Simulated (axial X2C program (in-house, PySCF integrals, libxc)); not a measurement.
# BiRb⁺: EOM-IP-CCSD levels

Aim: EOM-IP-CCSD levels of BiRb⁺, with spin–orbit coupling in the Hamiltonian from the start.

Program: an in-house X2C program for linear molecules on PySCF integrals. Level of theory: two-component X2C with atomic mean-field terms, Bi dyall-cv3z, Rb dyall-cv3z. These are calculated values, not measurements.

## 1. Set-up

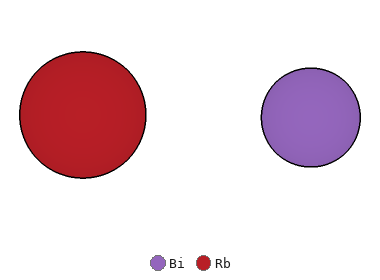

The two atoms at 3.610 Å (bismuth purple, rubidium red).

Contents of task.json:

```json
{
 "zs": [
  83,
  37
 ],
 "q": 1,
 "bas": [
  "dyall-cv3z",
  "dyall-cv3z"
 ],
 "r0": 3.61,
 "eom": "ip",
 "rq": 0,
 "thr": -1.0,
 "nmax": 95,
 "grid": [
  1,
  0.96,
  1.045,
  0.92,
  1.09,
  1.15
 ]
}
```

Keys: zs atomic numbers; q charge; bas basis sets; r0 starting distance in Å; eom kind of EOM run; thr threshold in hartree for freezing inner shells (an s shell follows its p shell); nmax most natural virtual spinors; grid distances as factors.

Launch:

```sh
$ python soeom.py task.json out
```

Nuclei are Gaussian, cores are contracted, and the Gaunt term is on.

## 2. EOM-IP-CCSD at 3.456 Å

Reference: the closed shell BiRb; 14 electrons correlated, 92 virtual spinors; roots sought by Ω: 1/2: 4, 3/2: 3, 5/2: 1.

Output:

```text
two-component X2C + atomic mean field  HF
basis functions 283  fitting functions 1532  grid points 5807
iter        total energy     max residual
   1     -24514.961164170     1.08e+00
   2     -24515.002948806     1.41e-02
   3     -24515.003858040     2.25e-02
   4     -24515.004069119     4.78e-03
   5     -24515.004108306     1.25e-03
   6     -24515.004118335     1.19e-03
   7     -24515.004119288     1.86e-04
   8     -24515.004119465     8.01e-05
   9     -24515.004119486     4.58e-05
  10     -24515.004119490     4.30e-06
  11     -24515.004119490     3.81e-06
  12     -24515.004119490     1.22e-06
converged
one-electron -34499.89568744  Coulomb 10034.39874107  exact exchange -497.43334710  xc functional 0.00000000  nuclear repulsion 470.22662463  atomic mean-field constant -22.30045066
correlated 14  virtual 312  natural virtual 92  E(MP2) -0.279288993  MP2 remainder -0.015627162
iter   CCSD correlation   residual
   1     -0.287419546   1.30e-01
   2     -0.295918531   6.66e-02
   3     -0.297011927   3.74e-02
   4     -0.297276386   2.11e-02
   5     -0.297464507   8.65e-03
   6     -0.297501997   4.02e-03
   7     -0.297523114   2.03e-03
   8     -0.297518851   7.96e-04
   9     -0.297516902   3.40e-04
  10     -0.297518871   1.72e-04
  11     -0.297519099   8.46e-05
  12     -0.297519258   2.97e-05
  13     -0.297519361   1.39e-05
  14     -0.297519542   8.16e-06
  15     -0.297519652   4.48e-06
  16     -0.297519719   2.61e-06
  17     -0.297519749   1.52e-06
  18     -0.297519759   7.71e-07
(T) -0.009867538  T1 0.0125  D1 0.0310  max T2 0.159
EOM-IP-CCSD roots
2*Omega      energy/Eh   energy/eV  one-particle weight
    1       0.18456950      5.0224      0.934
    1       0.25727188      7.0007      0.902
    1       0.31629288      8.6068      0.033
    1       0.40922291     11.1355      0.018
    3       0.24083878      6.5536      0.000
    3       0.30808842      8.3835      0.000
    3       0.32528737      8.8515      0.000
    5       0.32417574      8.8213      0.000
```

T1 in the output is the amplitude norm over the root of the electron number; divide by √2 for the Lee–Taylor value.

| Ω | vertical IE (eV) | above lowest (cm⁻¹) | spinor | weight |
| --- | --- | --- | --- | --- |
| 1/2 | 5.022 | 0 | 55% Bi pσ, 24% Bi pπ, 12% Rb sσ | 0.93 |
| 1/2 | 7.001 | 15960 | 70% Bi pπ, 23% Bi pσ | 0.90 |

It took 13 s on 1 thread of Arm Neoverse V1, shared host; peak memory 0.97 GiB.

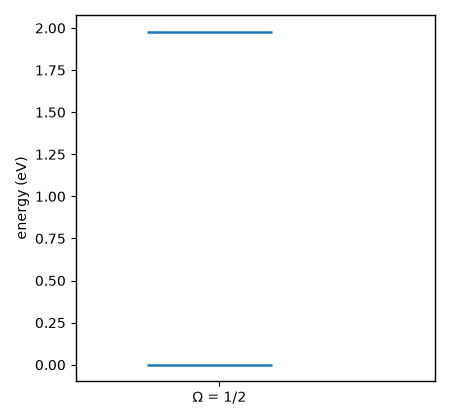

The roots by Ω, from the lowest.

## 3. EOM-IP-CCSD at 3.318 Å

```
  Ω  vertical IE (eV)  above lowest (cm⁻¹)                           spinor  weight
1/2             5.083                    0  56% Bi pσ, 23% Bi pπ, 12% Rb sσ    0.94
1/2             7.074                16060             69% Bi pπ, 23% Bi pσ    0.90
```

It took 16 s on 1 thread of Arm Neoverse V1, shared host; peak memory 1.1 GiB.

## 4. EOM-IP-CCSD at 3.611 Å

```
  Ω  vertical IE (eV)  above lowest (cm⁻¹)                           spinor  weight
1/2             4.948                    0  55% Bi pσ, 24% Bi pπ, 13% Rb sσ    0.93
1/2             6.927                15960             70% Bi pπ, 24% Bi pσ    0.90
```

It took 15 s on 1 thread of Arm Neoverse V1, shared host; peak memory 1.1 GiB.

## 5. EOM-IP-CCSD at 3.179 Å

```csv
Ω,vertical IE (eV),above lowest (cm⁻¹),spinor,weight
1/2,5.135,0,"56% Bi pσ, 22% Bi pπ, 11% Rb sσ",0.94
1/2,7.156,16300,"69% Bi pπ, 21% Bi pσ",0.91
```

It took 16 s on 1 thread of Arm Neoverse V1, shared host; peak memory 1.1 GiB.

## 6. EOM-IP-CCSD at 3.767 Å

```csv
Ω,vertical IE (eV),above lowest (cm⁻¹),spinor,weight
1/2,4.871,0,"54% Bi pσ, 24% Bi pπ, 14% Rb sσ",0.93
1/2,6.861,16050,"71% Bi pπ, 24% Bi pσ",0.90
```

It took 15 s on 1 thread of Arm Neoverse V1, shared host; peak memory 1.1 GiB.

## 7. EOM-IP-CCSD at 3.974 Å

| Ω | vertical IE (eV) | above lowest (cm⁻¹) | spinor | weight |
| --- | --- | --- | --- | --- |
| 1/2 | 4.766 | 0 | 54% Bi pσ, 24% Bi pπ, 15% Rb sσ | 0.93 |
| 1/2 | 6.785 | 16290 | 72% Bi pπ, 24% Bi pσ | 0.89 |

Run time: 15 s. Hardware: 1 thread of Arm Neoverse V1, shared host; peak memory 1.1 GiB.

## 8. Curves of the states

Energies in eV from the lowest point of the lowest state; states are followed by energy order within each Ω.

```csv
R (Å),(1)Ω=1/2,(2)Ω=1/2
3.179,0.4439,2.4651
3.318,0.2658,2.2573
3.456,0.1479,2.1263
3.611,0.0661,2.0443
3.767,0.0215,2.0115
3.974,0.0000,2.0194
```

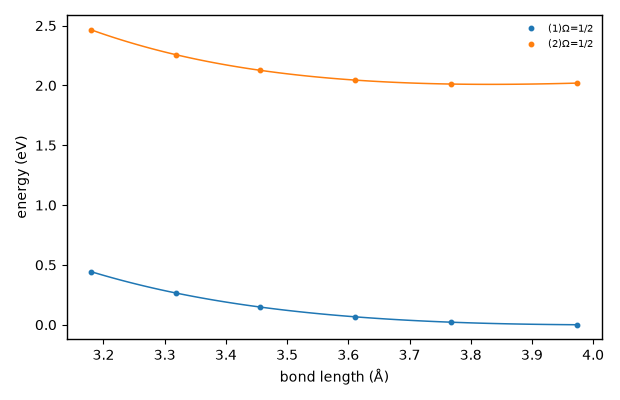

The states along the bond.

## 9. What came out

| quantity | value |
| --- | --- |
| lowest root at 3.456 Å | Ω = 1/2, 5.022 eV |
| next root led by one particle | Ω = 1/2, about 15960 cm⁻¹ higher |
| T1 of the reference | 0.009 |

**Reading.** Removing an electron from the reference determinant of BiRb costs 5.02 eV and empties a spinor of 55% Bi pσ, 24% Bi pπ, 12% Rb sσ. The closed-shell reference lies 0.16 eV above the lowest determinant found, so these energies count from an excited configuration. Errors of 0.1 to 0.3 eV are usual at this size, and roots led by higher excitations are left out, so the list is incomplete, and low states of that kind can be missing. T1 or the largest double amplitude of the reference is raised, which lowers the reliability.
